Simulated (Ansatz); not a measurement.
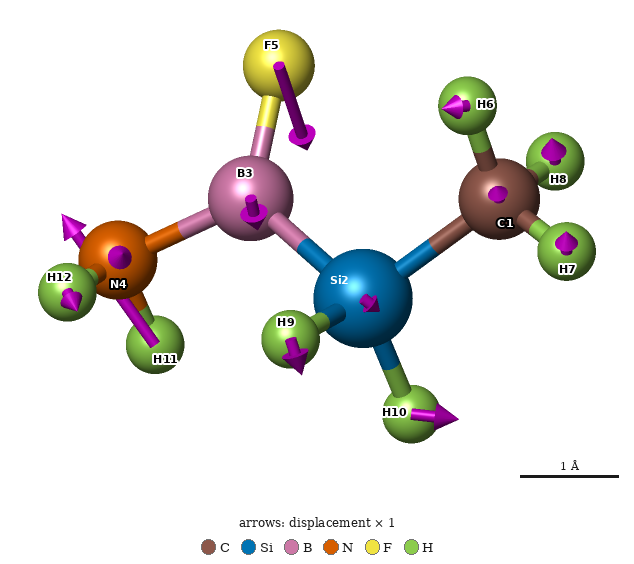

This is a relaxation of CH$_{7}$BFNSi (coarse preliminary run). The starting structure is drawn; purple arrows show the displacements, at their true length. The two geometries are superimposed by the best rigid fit.

The picture is a ball-and-stick view, seen at a tilt.

The start comes from a force field.

Computed with Ansatz 0.2.0, RKS PBE-D4/def2-SVP. (force threshold 0.03 eV/Å; at most 200 steps)

### What did the optimiser do to the structure, and how much energy did it gain?

H11 moves most after the best rigid fit: 1.65 Å. Largest moves by element: H 1.65 Å, F 1.30 Å, B 0.45 Å, N 0.31 Å, Si 0.23 Å, C 0.21 Å. Some distances before and after: B3–N4 1.617 → 1.404 Å, Si2–B3 1.922 → 2.038 Å, C1–Si2 1.799 → 1.899 Å, Si2–H9 1.428 → 1.514 Å. Bond angles that change, for instance: B3–N4–H11 101.4° → 122.8°, B3–N4–H12 105.0° → 122.8°, H11–N4–H12 107.9° → 114.4°. Groups turn about Si2–B3 by about 45°. After 21 geometry steps the energy has fallen by 42.2 kcal/mol. The largest force component goes from 3.8 to 0.019 eV/Å. The run took of the order of 70 core-seconds on a shared host.
